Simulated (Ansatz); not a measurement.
# TlCu2S3, from a guessed structure to a relaxed one

Starting from a made-up structure for TlCu2S3, the aim is the relaxed cell, its shortest contacts and, where a second run follows, its electronic structure.

Calculated with Ansatz 0.2.0; DFT, PBEsol, plane-wave PAW, files of the set soft_1, scalar-relativistic, ferromagnetic start, cell and ions relaxed at zero pressure; PAW set soft_1, in the first sound run; inputs show where later runs differ.

## (1) The structure

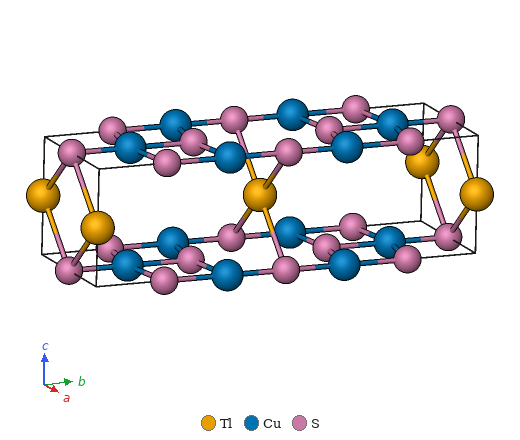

Start, viewed slightly off an axis; thallium orange, copper blue, sulfur pink. This picture shows the conventional cell, with its axes. Some periodic images of atoms are drawn too.

Structure file:

```cif
data_structure
_symmetry_space_group_name_H-M 'Cmmm'
_symmetry_Int_Tables_number 65
_cell_length_a 4.6840
_cell_length_b 14.4010
_cell_length_c 4.2250
_cell_angle_alpha 90.000
_cell_angle_beta 90.000
_cell_angle_gamma 90.000
_cell_volume 284.99
loop_
_atom_site_label
_atom_site_type_symbol
_atom_site_symmetry_multiplicity
_atom_site_Wyckoff_symbol
_atom_site_fract_x
_atom_site_fract_y
_atom_site_fract_z
_atom_site_occupancy
Tl1 Tl 2 d 0.00000 0.00000 0.50000 1
Cu1 Cu 4 i 0.50000 0.15430 0.00000 1
S1 S 4 i 0.50000 0.32070 0.00000 1
S2 S 2 b 0.50000 0.00000 0.00000 1
```

## (2) Relaxation of the guess

The guessed cell has no reason to be at equilibrium. It is relaxed with the atoms, within the space group of the guess.

File input.yaml:

```yaml
crystal:
  lattice:
    - [2.342, -7.2005, 0.0]
    - [2.342, 7.2005, 0.0]
    - [0.0, 0.0, 4.225]
  atoms:
    - { symbol: Tl, position: [0.0, 0.0, 0.5] }
    - { symbol: Cu, position: [0.3457, 0.6543, 0.0], spin: 0.6 }
    - { symbol: Cu, position: [0.6543, 0.3457, 0.0], spin: 0.6 }
    - { symbol: S, position: [0.1793, 0.8207, 0.0] }
    - { symbol: S, position: [0.5, 0.5, 0.0] }
    - { symbol: S, position: [0.8207, 0.1793, 0.0] }
magnetization:
  spin_polarized: true
kpoints:
  mp_grid: { grid: [6, 6, 6] }
scf:
  occupations: { method: fermi_dirac, width: 0.05 }
hamiltonian:
  xc: pbesol
  pseudopotentials: { kind: paw, azcp: { folder: soft_1 }, xc_functional: pbe }
relax:
  f_tol: 0.015
  max_steps: 70
  cell: {}
output:
  forces: true
  stress: true
```

The run is started by

```bash
> ansatz run input.yaml --threads 4 --pin off --max-ram 10240MiB --backend cpu --events-out ev --progress --plain --runs-dir out
```

Numbers of over 12 decimals in the logs are rounded to 6 here.

The log of the run:

```text
Engine: ansatz 0.2.0, aarch64-unknown-linux-gnu
Pseudopotentials: kind: paw
Pseudopotential: Tl, paw, valence charge 13, recommended cutoff 420 eV (normal), soft_1/Tl.paw.azcp
Pseudopotential: Cu, paw, valence charge 19, recommended cutoff 420 eV (normal), soft_1/Cu.paw.azcp
Pseudopotential: S, paw, valence charge 6, recommended cutoff 420 eV (normal), soft_1/S.paw.azcp
Functional definition: PBEsol
  exchange = pbesol_x
  correlation = pbesol_c
Crystal: 6 atoms, lattice volume = 142.497 Å³
Basis set: ecut = 420 eV, 2761 PW (Γ), exchange–correlation on 108×108×60 points (8 copies of the dense FFT grid, shifted against one another)
Bands: 43, of which v1, the nominal top of the filled ones, is band 35 counted from 1 (34 counted from 0)
Symmetry: 8 space group operations
Space group: Cmmm (ITA 65), of the structure as read, at distance tolerance 5.2e-5 Å
Magnetic group: BNS 65.481 (UNI 579), of the structure as read, at distance tolerance 5.2e-5 Å
k-points: 52 of 216
Non-local potential: Tl, projectors of the file, l = 0: 2, l = 1: 2, l = 2: 2, l = 3: 1
Non-local potential: Cu, projectors of the file, l = 0: 3, l = 1: 2, l = 2: 3, l = 3: 1
Non-local potential: S, projectors of the file, l = 0: 2, l = 1: 2, l = 2: 1
PAW form: soft (Blöchl's): semilocal exchange-correlation on the pseudo side does not see the compensation charge
PAW frozen core: Tl, regenerated for the run's functional, and the local potential with it (the file was generated under x = pbe(κ = 0.804, μ = 0.219515), c = pbe(β = 0.066725))
PAW frozen core: Cu, regenerated for the run's functional, and the local potential with it (the file was generated under x = pbe(κ = 0.804, μ = 0.219515), c = pbe(β = 0.066725))
PAW frozen core: S, regenerated for the run's functional, and the local potential with it (the file was generated under x = pbe(κ = 0.804, μ = 0.219515), c = pbe(β = 0.066725))
PAW one-centre angular grid: Tl, 590 points (default); XC on 64 Gauss nodes
PAW one-centre angular grid: Cu, 590 points (default); XC on 64 Gauss nodes
PAW one-centre angular grid: S, 110 points (default); XC on 64 Gauss nodes
Initial density: superposition of atomic densities (chi_scale 0.1, normalization cell, long waves kept (reshape's long-wave potential 0.26 eV rms))
Starting moments: Σ|m| = 1.2 μB on 2 of 6 sites
Initial wavefunctions: pseudopotential atomic-orbital guess
Functional: x = pbesol(κ = 0.804, μ = 0.123457), c = pbesol(β = 0.046)
SCF iter   1: F=—  HF=-27134.709885 eV  |F-HF|=—  |Δ(HF+E_count)|=         —  Δρ=1.05e-1 (↑1.05e-1 ↓8.02e-2)  dr2=4.24e1  dr2_m=2.67e-1  M=0.660 μB ∫|m|=0.786 μB  β_m=0.30  ethr=3.10e-3  ⟨swp⟩=9.3  Hψ=20621  notcnv=0  defer=1
preconditioner: auto → Kerker (q_TF=auto, 2.418 Å⁻¹)  [metal: Δε(μ)=0.001 eV  Ē_g=9.174 eV  σ=0.050 eV  W_gap=0.00  n_scr=38 (ndim 8)  ℏωp=22.6 eV  f_vac=0.084  D(μ)=4.93/eV (n_scr^D=38)]
spin=Collinear: Kerker preconditioning applied to the charge; magnetization (m = ρ↑ − ρ↓) channel mixes plain (no charge-response kernel on spin).
SCF iter   2: F=—  HF=-27131.767063 eV  |F-HF|=—  |Δ(HF+E_count)|=    2.94e0  Δρ=6.11e-2 (↑1.74e-2 ↓6.11e-2)  dr2=6.05e0  dr2_m=1.02e0  M=0.135 μB ∫|m|=0.214 μB  β_m=0.30  ethr=3.10e-3  ⟨swp⟩=3.5  Hψ=11881  notcnv=0  defer=183
SCF iter   3: F=—  HF=-27130.427698 eV  |F-HF|=—  |Δ(HF+E_count)|=    1.34e0  Δρ=3.02e-2 (↑3.02e-2 ↓1.30e-2)  dr2=3.43e0  dr2_m=4.04e-1  M=0.208 μB ∫|m|=0.295 μB  β_m=0.30  ethr=3.10e-3  ⟨swp⟩=2.3  Hψ=9516  notcnv=0  defer=228
SCF iter   4: F=—  HF=-27129.740140 eV  |F-HF|=—  |Δ(HF+E_count)|=   6.88e-1  Δρ=2.02e-2 (↑1.27e-2 ↓2.02e-2)  dr2=3.70e-1  dr2_m=2.95e-1  M=0.118 μB ∫|m|=0.170 μB  β_m=0.30  ethr=3.10e-3  ⟨swp⟩=3.0  Hψ=8825  notcnv=0  defer=225
SCF iter   5: F=—  HF=-27129.734591 eV  |F-HF|=—  |Δ(HF+E_count)|=   5.55e-3  Δρ=1.79e-2 (↑6.79e-3 ↓1.79e-2)  dr2=2.88e-1  dr2_m=1.77e-1  M=0.085 μB ∫|m|=0.137 μB  β_m=0.30  ethr=5.37e-4  ⟨swp⟩=2.6  Hψ=7041  notcnv=0  defer=211
SCF iter   6: F=—  HF=-27129.731419 eV  |F-HF|=—  |Δ(HF+E_count)|=   3.17e-3  Δρ=1.56e-2 (↑3.58e-3 ↓1.56e-2)  dr2=2.39e-1  dr2_m=1.06e-1  M=0.071 μB ∫|m|=0.106 μB  β_m=0.30  ethr=4.17e-4  ⟨swp⟩=3.1  Hψ=7242  notcnv=0  defer=211
SCF iter   7: F=—  HF=-27129.695550 eV  |F-HF|=—  |Δ(HF+E_count)|=   3.59e-2  Δρ=8.03e-3 (↑8.03e-3 ↓5.99e-3)  dr2=6.61e-2  dr2_m=5.94e-2  M=0.052 μB ∫|m|=0.087 μB  β_m=0.30  ethr=3.46e-4  ⟨swp⟩=2.0  Hψ=5881  notcnv=0  defer=209
Mixer restart at iter 7: flushing history
spin-set hold released at iteration 7 (site moments contracting): the magnetisation degrees of freedom join the quasi-Newton model from the next iteration; the mixer history was flushed
SCF iter   8: F=—  HF=-27129.698911 eV  |F-HF|=—  |Δ(HF+E_count)|=   3.36e-3  Δρ=6.54e-3 (↑6.54e-3 ↓4.02e-3)  dr2=3.38e-2  dr2_m=3.43e-2  M=0.041 μB ∫|m|=0.070 μB  β_m=0.65  ethr=9.58e-5  ⟨swp⟩=1.0  Hψ=4261  notcnv=0  defer=210
SCF iter   9: F=—  HF=-27129.709798 eV  |F-HF|=—  |Δ(HF+E_count)|=   1.09e-2  Δρ=2.50e-3 (↑1.30e-3 ↓2.50e-3)  dr2=1.69e-2  dr2_m=5.23e-4  M=0.008 μB ∫|m|=0.016 μB  β_m=0.59  ethr=4.90e-5  ⟨swp⟩=2.0  Hψ=6678  notcnv=0  defer=210
SCF iter  10: F=—  HF=-27129.709032 eV  |F-HF|=—  |Δ(HF+E_count)|=   7.66e-4  Δρ=2.00e-3 (↑2.00e-3 ↓1.67e-3)  dr2=1.79e-2  dr2_m=4.46e-5  M=0.003 μB ∫|m|=0.008 μB  β_m=0.47  ethr=2.45e-5  ⟨swp⟩=2.0  Hψ=7828  notcnv=0  defer=210
SCF iter  11: F=—  HF=-27129.707025 eV  |F-HF|=—  |Δ(HF+E_count)|=   2.01e-3  Δρ=4.49e-4 (↑4.38e-4 ↓4.49e-4)  dr2=3.58e-3  dr2_m=5.17e-6  M=0.002 μB ∫|m|=0.005 μB  β_m=0.74  ethr=2.45e-5  ⟨swp⟩=1.5  Hψ=4679  notcnv=0  defer=211
SCF iter  12: F=—  HF=-27129.707227 eV  |F-HF|=—  |Δ(HF+E_count)|=   2.03e-4  Δρ=2.48e-4 (↑1.88e-4 ↓2.48e-4)  dr2=1.29e-3  dr2_m=3.97e-6  M=0.001 μB ∫|m|=0.002 μB  β_m=0.84  ethr=5.19e-6  ⟨swp⟩=2.2  Hψ=5791  notcnv=0  defer=210
SCF iter  13: F=—  HF=-27129.707302 eV  |F-HF|=—  |Δ(HF+E_count)|=   7.46e-5  Δρ=2.05e-4 (↑1.41e-4 ↓2.05e-4)  dr2=1.81e-4  dr2_m=1.73e-6  M=-0.001 μB ∫|m|=0.001 μB  β_m=0.92  ethr=1.88e-6  ⟨swp⟩=2.1  Hψ=5715  notcnv=0  defer=209
SCF iter  14: F=—  HF=-27129.707346 eV  |F-HF|=—  |Δ(HF+E_count)|=   4.41e-5  Δρ=6.82e-5 (↑2.97e-5 ↓6.82e-5)  dr2=1.54e-5  dr2_m=1.49e-6  M=-0.000 μB ∫|m|=0.001 μB  β_m=0.87  ethr=2.62e-7  ⟨swp⟩=2.1  Hψ=5865  notcnv=0  defer=209
SCF iter  15: F=—  HF=-27129.707245 eV  |F-HF|=—  |Δ(HF+E_count)|=   1.01e-4  Δρ=1.93e-5 (↑1.93e-5 ↓1.42e-5)  dr2=1.70e-6  dr2_m=2.50e-8  M=-0.000 μB ∫|m|=0.000 μB  β_m=0.94  ethr=2.23e-8  ⟨swp⟩=2.0  Hψ=6861  notcnv=0  defer=209
[...]
relax step   6: F+E_penalty+E_count = -27130.24351543 eV  Δ(F+E_penalty+E_count) = -1.095e-4 eV  max|allowed force component| = 1.257e-2 eV/Å  Δτ_max = 0.0034 Å  P = +0.023 GPa  Ω = 129.884 Å³  energy of the carried Pulay correction = +2.632e-3 eV  (8 SCF iters, dr2 threshold 1.96e-8 eV, accepted)
[...]
relax step   7: F+E_penalty+E_count = -27130.24350854 eV  Δ(F+E_penalty+E_count) = +6.890e-6 eV  max|allowed force component| = 7.615e-3 eV/Å  Δτ_max = 0.0009 Å  P = +0.006 GPa  Ω = 130.136 Å³  energy of the carried Pulay correction = +2.576e-3 eV  (11 SCF iters, accepted)
Basis set: ecut = 420 eV, 2541 PW (Γ), exchange–correlation on 100×100×60 points (8 copies of the dense FFT grid, shifted against one another)
Initial wavefunctions: pseudopotential atomic-orbital guess (no wavefunctions were taken with the density)
iter 1 solved again at ethr=1.11e-6 eV; its pass at ethr=3.10e-3 eV (dr2=7.68e-4 eV) is discarded
SCF iter   1: F=—  HF=-27130.240819 eV  |F-HF|=—  |Δ(HF+E_count)|=         —  Δρ=4.90e-5 (↑4.90e-5 ↓4.90e-5)  dr2=2.66e-6  dr2_m=8.64e-14  M=0.000 μB ∫|m|=0.000 μB  β_m=0.30  ethr=1.11e-6  ⟨swp⟩=3.0  Hψ=32121  notcnv=0
eigensolver tolerance schedule: the retry pair's looser diagonalisation over-reported the residual by 288.15 of it (diagonalisation noise at 0.12 of the residual, at the tolerance the schedule requests for it); recorded, not acted on — ethr = c·dr2/N_el stays at c = 1.0e-1
preconditioner: auto → Kerker (q_TF=auto, 2.455 Å⁻¹)  [metal: Δε(μ)=0.026 eV  Ē_g=9.905 eV  σ=0.050 eV  W_gap=0.13  n_scr=30 (ndim 8)  ℏωp=23.7 eV  f_vac=0.097  D(μ)=2.23/eV (n_scr^D=12)]
spin=Collinear: Kerker preconditioning applied to the charge; magnetization (m = ρ↑ − ρ↓) channel mixes plain (no charge-response kernel on spin).
SCF iter   2: F=—  HF=-27130.240832 eV  |F-HF|=—  |Δ(HF+E_count)|=   1.28e-5  Δρ=1.11e-4 (↑1.11e-4 ↓1.11e-4)  dr2=3.74e-5  dr2_m=2.19e-14  M=0.000 μB ∫|m|=0.000 μB  β_m=0.53  ethr=3.85e-9  ⟨swp⟩=3.0  Hψ=8682  notcnv=0
SCF iter   3: F=—  HF=-27130.240835 eV  |F-HF|=—  |Δ(HF+E_count)|=   2.95e-6  Δρ=2.11e-5 (↑2.11e-5 ↓2.11e-5)  dr2=9.65e-7  dr2_m=1.35e-14  M=0.000 μB ∫|m|=0.000 μB  β_m=0.74  ethr=3.85e-9  ⟨swp⟩=2.0  Hψ=8086  notcnv=0
SCF iter   4: F=—  HF=-27130.240832 eV  |F-HF|=—  |Δ(HF+E_count)|=   2.90e-6  Δρ=1.18e-5 (↑1.18e-5 ↓1.18e-5)  dr2=2.62e-7  dr2_m=1.03e-14  M=-0.000 μB ∫|m|=0.000 μB  β_m=0.85  ethr=1.40e-9  ⟨swp⟩=2.0  Hψ=8074  notcnv=0
SCF iter   5: F=—  HF=-27130.240833 eV  |F-HF|=—  |Δ(HF+E_count)|=   5.11e-7  Δρ=1.72e-6 (↑1.72e-6 ↓1.72e-6)  dr2=1.52e-8  dr2_m=6.34e-15  M=0.000 μB ∫|m|=0.000 μB  β_m=0.92  ethr=3.79e-10  ⟨swp⟩=2.0  Hψ=6364  notcnv=0
SCF iter   6: F=—  HF=-27130.240833 eV  |F-HF|=—  |Δ(HF+E_count)|=   1.10e-8  Δρ=5.89e-7 (↑5.88e-7 ↓5.89e-7)  dr2=3.07e-9  dr2_m=9.77e-16  M=0.000 μB ∫|m|=0.000 μB  β_m=0.95  ethr=2.20e-11  ⟨swp⟩=2.0  Hψ=7142  notcnv=0
SCF iter   7: F=—  HF=-27130.240833 eV  |F-HF|=—  |Δ(HF+E_count)|=  1.56e-10  Δρ=2.52e-7 (↑2.52e-7 ↓2.52e-7)  dr2=8.22e-10  dr2_m=2.30e-16  M=0.000 μB ∫|m|=0.000 μB  β_m=0.98  ethr=4.45e-12  ⟨swp⟩=1.1  Hψ=4478  notcnv=0
SCF iter   8: F=—  HF=-27130.240833 eV  |F-HF|=—  |Δ(HF+E_count)|=  2.62e-10  Δρ=7.60e-8 (↑7.60e-8 ↓7.59e-8)  dr2=1.25e-10  dr2_m=3.23e-16  M=0.000 μB ∫|m|=0.000 μB  β_m=0.99  ethr=1.19e-12  ⟨swp⟩=2.1  Hψ=6442  notcnv=0
SCF iter   9: F=-27130.240833 eV  HF=-27130.240833 eV  |F-HF|=2.55e-11  |Δ(HF+E_count)|=  2.55e-11  Δρ=4.24e-8 (↑4.23e-8 ↓4.24e-8)  dr2=3.81e-11  dr2_m=1.86e-17  M=-0.000 μB ∫|m|=0.000 μB  ethr=1.00e-12  ⟨swp⟩=4.0  Hψ=13882  notcnv=0
the starting moments were not kept: the SCF closed with an absolute magnetisation of 3.0e-9 μB, where they sum to 1.2 μB in size (2 sites). That is at most 0.1 of that sum. Measured as dr2_m measures the in/out step, that magnetisation stands 7.5e-19 eV from none, at or under the dr2_threshold of 6.0e-11 eV: it is no larger than a step whose dr2_m would equal this threshold.
SCF 8 converged in 9 iterations: F = -27130.240833 eV  dr2 = 3.81e-11
relax step   8: F+E_penalty+E_count = -27130.24083263 eV  Δ(F+E_penalty+E_count) = +2.676e-3 eV  max|allowed force component| = 7.659e-3 eV/Å  Δτ_max = 0.0000 Å  P = +0.006 GPa  Ω = 130.136 Å³  stress off target by 9.21e-3 GPa  SCF on the basis re-selected at this cell (its energy is not comparable with the rows above)  (9 SCF iters)
basis re-selected at this cell: Δ(F+E_penalty+E_count) = +2.676e-3 eV, ΔP = -0.000 GPa vs the last step (what re-selecting the basis moved, of the pressure what is left beyond the Pulay correction that the steps carried, after the strain that the cell walked since its last selection, with what the two solves' SCF thresholds leave and, on support functions, any second-order correction that the steps lacked; it is no measure of the basis error at this ecutwfc). The dense FFT grid was sized anew with the basis: this SCF ran on 50×50×30 points, the steps before it on 54×54×30, so part of this shift can come from that change (see relax.cell in the input reference). [rest of the remark cut]
SCF converged after 9 iterations
Magnetization: -0.0000 μB (34.5000 up, 34.5000 down)
Absolute magnetization: 0.0000 μB (∫|ρ↑−ρ↓|, with the PAW one-centre terms)
Spin contamination: 0.0000 ħ² per cell (⟨S²⟩ above its minimum at these occupations)
Per-site moments (μB) at R_I (Å): [(-2.497956593438759e-10, 1.259136), (1.202002145008364e-10, 0.901128), (1.2020010100487006e-10, 0.901128), (-6.704062021768927e-11, 0.901128), (-7.746259620500733e-10, 0.904783), (-6.704073496507071e-11, 0.901128)]
Free energy (F): -27130.240833 eV
Harris-Foulkes:  -27130.240833 eV  (|F-HF|=2.55e-11)
Internal energy: -27130.222687 eV  (E = F + TS)
E sigma→0 (E₀):  -27130.231760 eV
Entropy (-TS):   -0.018145 eV (-3.024 meV/atom)
Fermi energy:    6.879570 eV
--- Per-component energies (eV) ---
  E_band       = -1109.696371
  E_kinetic    = 1103.796330
  E_local      = -14373.103835  (includes V_loc(G=0)·N_el)
  E_nonlocal   = 2203.467297
  E_hartree    = 6123.023054
  E_xc         = -584.046574
  E_vxc        = -546.622500  (∫ρ·V_xc dr)
  E_paw        = -15368.837258  (= ΣΔE_a)
  E_vpaw       = -1743.281480  (= ΣTr[D̂ρ^β])
  E_aug_tail   = 0.001937  (compensation charges beyond the density's cutoff)
  E_ewald      = -6235.160225
  E_core_change = 0.636586  (= ΣΔE_core)
  E_smearing   = -0.018145  (= −TS)
  E_closure    = 0.000000  (closes the sum)
  Σ components = -27130.240833   (vs F -27130.240833, Δ=0.00e0)
--- Forces (eV/Å), atoms counted from 1 ---
  atom   1  Tl     0.00000000     0.00000000     0.00000000
  atom   2  Cu    -0.00000000    -0.00765877     0.00000000
  atom   3  Cu     0.00000000     0.00765877     0.00000000
  atom   4  S      0.00000000     0.00448860     0.00000000
  atom   5  S      0.00000000    -0.00000000     0.00000000
  atom   6  S     -0.00000000    -0.00448860     0.00000000
  max |Σ_I F_I| component: 1.18e-29 eV/Å
--- Stress (GPa, compression-positive) ---
        0.003534      -0.000000      -0.000000
       -0.000000       0.009215      -0.000000
       -0.000000      -0.000000       0.003976
  P = ⅓ Tr σ = 0.0056 GPa (0.056 kbar)
--- Relaxed structure (7 steps of the walk, 7 accepted, 1 SCFs on fresh bases) ---
  F+E_penalty+E_count = -27130.24083263 eV   max|allowed force component| = 7.659e-3 eV/Å   (the final SCF, on the basis selected at the relaxed cell)
  cell:  # Å, volume = 130.1364 Å³
    - [2.225113, -6.997265, 0.0]
    - [2.225113, 6.997265, 0.0]
    - [0.0, 0.0, 4.179155]
  atoms:
    - { symbol: Tl, position: [1.5935661401483587e-19, -1.5935661401483587e-19, 0.5] }
    - { symbol: Cu, position: [0.343266, 0.656734, 0.0] }
    - { symbol: Cu, position: [0.656734, 0.343266, 0.0] }
    - { symbol: S, position: [0.187166, 0.812834, 0.0] }
    - { symbol: S, position: [0.5, 0.5, 0.0] }
    - { symbol: S, position: [0.812834, 0.187166, 0.0] }
```

The job ended after 2 min (4 threads of Arm Neoverse N1, shared host; peak memory 0.81 GiB).

Step by step:

```
step  energy less that of the first step (eV)  largest force component (eV/Å)  pressure (GPa)  volume (Å³)
   1                                   0.0000                          1.1371           -6.34       142.50
   2                                  -0.4434                          0.6168           -2.89       132.98
   3                                  -0.5015                          0.5788            1.71       126.51
   4                                  -0.5346                          0.1005           -0.15       129.10
   5                                  -0.5362                          0.0134            0.05       129.44
   6                                  -0.5363                          0.0126            0.02       129.88
   7                                  -0.5363                          0.0076            0.01       130.14
  8*                                  -0.5336                          0.0077            0.01       130.14
```

Relaxation steps marked * repeat the geometry before them on a plane-wave basis chosen anew for their cell, so energy and pressure can jump there.

Forces are held to the 8 operations that the run works with; a distortion that breaks them can't arise in this run.

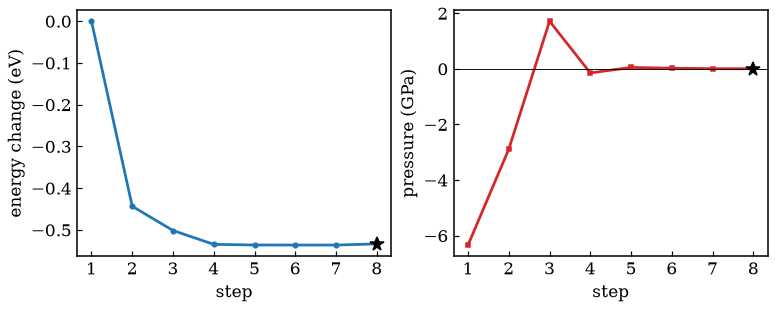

Energy and pressure along the relaxation. Stars mark steps on a basis chosen anew.

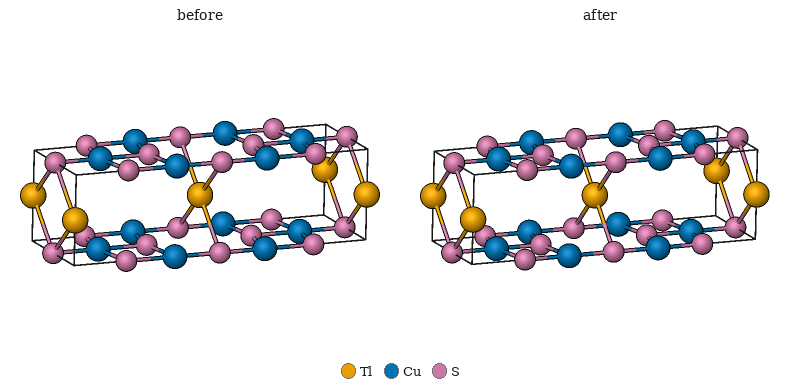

The structure before and after the relaxation, drawn at the same scale.

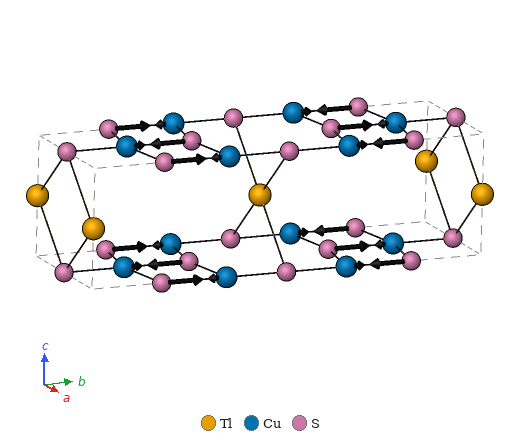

Displacements in the relaxation, exaggerated, measured against the changing cell; the longest in the cell stands for 0.11 Å. Some periodic images of atoms are drawn too.

```
conventional cell, symmetrised  before   after  change
                         a (Å)   4.684   4.450  -5.0 %
                         b (Å)  14.401  13.995  -2.8 %
                         c (Å)   4.225   4.179  -1.1 %
              volume (Å³/atom)   23.75   21.69  -8.7 %
```

The atoms that moved most (Å, as changes of fractional coordinates times the final cell):

```
atom     dx      dy     dz  length
  S4  0.000  -0.110  0.000   0.110
  S6  0.000   0.110  0.000   0.110
 Cu3  0.000  -0.034  0.000   0.034
 Cu2  0.000   0.034  0.000   0.034
```

The relaxed structure:

```xyz
6
Lattice="2.2251 -6.9973 0.0000 2.2251 6.9973 0.0000 0.0000 0.0000 4.1792" Properties=species:S:1:pos:R:3 pbc="T T T"
Tl    0.0000    0.0000    2.0896
Cu    2.2251    2.1934    0.0000
Cu    2.2251   -2.1934    0.0000
S     2.2251    4.3780    0.0000
S     2.2251    0.0000    0.0000
S     2.2251   -4.3780    0.0000
```

Numbers from this step:

| Property | Result |
| --- | --- |
| free energy | -27130.2408 eV |
| energy at zero smearing | -27130.2318 eV |
| smearing term TS | 0.01815 eV |
| Fermi energy | 6.880 eV |
| electrons | 69 |
| symmetry operations | 8 |
| pressure | 0.005575 GPa |

Shortest distances by pair of elements, guess and relaxed (not always the same contact):

```
 pair  guess (Å)  relaxed (Å)
 Cu–S      2.222        2.185
  S–S      3.103        2.836
 S–Tl      3.154        3.052
Cu–Cu      3.617        3.430
Cu–Tl      3.858        3.759
```

The relaxation ends with a largest force component of 0.0077 eV/Å and a pressure of 0.01 GPa. The starting moments have collapsed: the run ends non-magnetic.

(Part 1 of 2 ends here.)

[Logs are printed without paths, hosts, clocks, repeated set-up lines and the standing remarks that a program may print on its own settings, such as how far it seeks lower states.]

[Hosts, paths, dates, database ids (printed as entryN), source tags and the programs' standing remarks are cut or masked in the printed files.]
